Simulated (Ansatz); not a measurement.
# Single-point calculation of C$_{2}$H$_{8}$BFSi

- system: C$_{2}$H$_{8}$BFSi, SMILES CB(C)[SiH2]F
- method: RKS PBE0-D4/def2-TZVPP (Ansatz 0.2.0)

The geometry comes from this level: PBE0-D4/def2-TZVP.

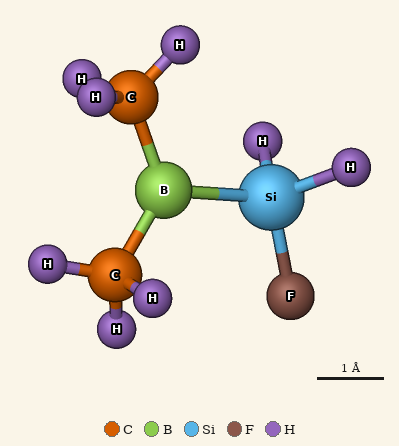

*The structure as given in the input (ball-and-stick view, seen at a tilt).*

**Input**
```yaml
crystal:
  periodic: [false, false, false]
  atoms:
    - {symbol: C, position_ang: [-1.182471, -0.326728, 1.129859]}
    - {symbol: B, position_ang: [-0.026578, -0.163956, 0.098051]}
    - {symbol: C, position_ang: [0.936227, -1.349248, -0.228174]}
    - {symbol: Si, position_ang: [0.261334, 1.586374, -0.869874]}
    - {symbol: F, position_ang: [-0.692539, 2.761967, -0.314992]}
    - {symbol: H, position_ang: [-2.075445, -0.543912, 0.519797]}
    - {symbol: H, position_ang: [-1.063672, -1.170332, 1.815383]}
    - {symbol: H, position_ang: [-1.432489, 0.578549, 1.687531]}
    - {symbol: H, position_ang: [0.482305, -2.334035, -0.083205]}
    - {symbol: H, position_ang: [1.433591, -1.315396, -1.200269]}
    - {symbol: H, position_ang: [1.736902, -1.273757, 0.525981]}
    - {symbol: H, position_ang: [1.666759, 2.068719, -0.737214]}
    - {symbol: H, position_ang: [-0.023424, 1.446954, -2.328075]}
basis:
  gaussian: {orbitals: def2-TZVPP}
hamiltonian: {xc: pbe0, dispersion: d4}
output: {orbitals: {seedname: orbitals}}
```

Run on 4 threads of Intel Xeon, 15 GiB of memory available, shared host.

Launch command:
```bash
ansatz run in.yaml --threads 4 --pin off --events-out ev --progress --plain --max-ram 10444MiB
```

**Log**
```
Functional definition: PBE0
  name "PBE0"
  cite "Adamo & Barone, J. Chem. Phys. 110, 6158 (1999) doi:10.1063/1.478522"
  cite "Perdew, Burke & Ernzerhof, Phys. Rev. Lett. 77, 3865 (1996) doi:10.1103/PhysRevLett.77.3865"
  parent pbe
  parameter a = 0.25
  parameter kappa = 0.804
  parameter beta = 0.06672455060314922
  exchange = (1 - a)*pbe_x(kappa = kappa, mu = beta*pi^2/3) + a*exact_x
  correlation = pbe_c(beta = beta)
1448 factors; their error is unknown
mean field evaluation 1: about -13459.6342 eV, gradient 6.9e1 eV
mean field evaluation 2: about -13455.7746 eV, gradient 7.9e1 eV
mean field evaluation 4: about -13469.7063 eV, gradient 4.2e0 eV
mean field evaluation 8: about -13469.7381 eV, gradient 3.8e-2 eV
mean field evaluation 16: about -13469.7528 eV, gradient 7.5e-5 eV
mean field -13469.75278337 eV, -495.0042846626 hartree, gradient 7.5e-5 eV, S^2 0.000000; 0 other end points of the search recorded, 0 dependent functions left out
reference -13469.75281830 eV, -495.0042859460 hartree; 24, 24 occupied and 254, 254 virtual orbitals, 1448 factors
Total energy: -13469.96007614 eV, -495.0119025314 hartree
```

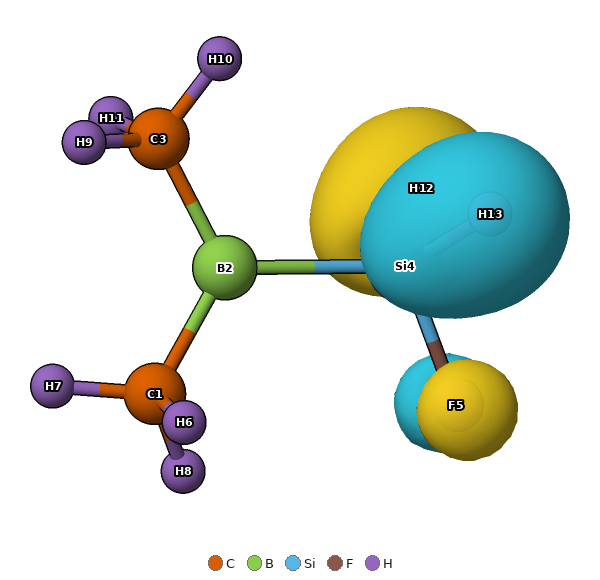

*One frontier orbital at ±0.15 Å⁻³ᐟ² (yellow and cyan are the two phases), seen at an oblique angle.*

The HOMO−1, at −9.28 eV. By Hirshfeld shares it lies mainly on Si4 (35 %), H13 (25 %), H12 (25 %) and F5 (15 %).

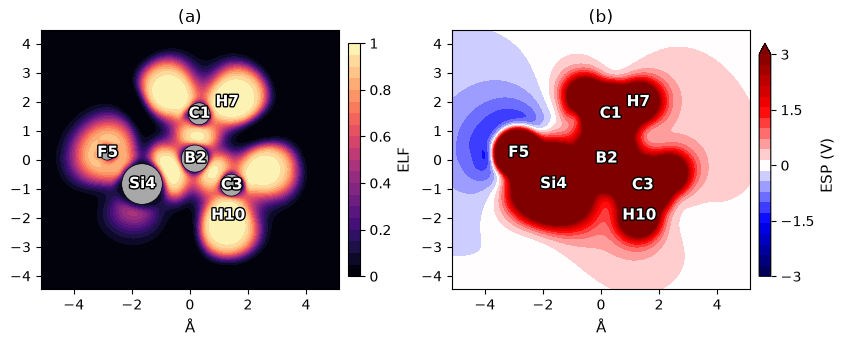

*(a) ELF; (b) electrostatic potential on the plane of atoms B2, Si4 and F5. Grey discs, where drawn, cover atomic cores.*

Atoms in the plane: C, B, Si, F and H. C–B (1.56 Å): the ELF peaks at about 0.95 between the atoms, which marks a shared electron pair. Si–F (1.61 Å): the ELF peaks at about 0.85 between the atoms.

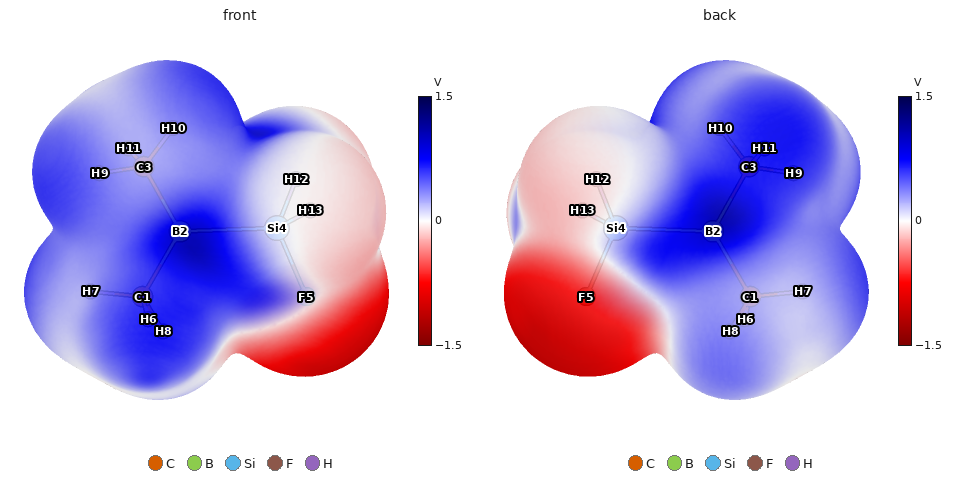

*The molecular electrostatic potential painted on the density surface at 0.001 e/bohr³, seen face on and from behind; the colour scale runs from red (negative) to blue (positive).*

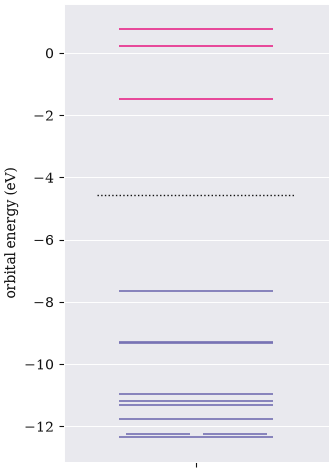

*Orbital energies near the frontier; the dotted line parts filled from empty levels, and levels within 0.02 eV of each other stand side by side.*

Highest filled −7.66 eV, lowest empty −1.50 eV, 6.16 eV apart.

**Results in brief**

| quantity | value |
| --- | --- |
| outcome | converged |
| total energy | −13469.9601 eV |
| mean-field energy | −13469.7528 eV |
| dispersion energy | −0.2073 eV |
| SCF solution under orbital rotations | stable |
| HOMO | −7.66 eV |
| LUMO | −1.50 eV |
| wall time | 2.5 s (CPU time 8.7 s) |
| peak memory | 0.7 GiB |
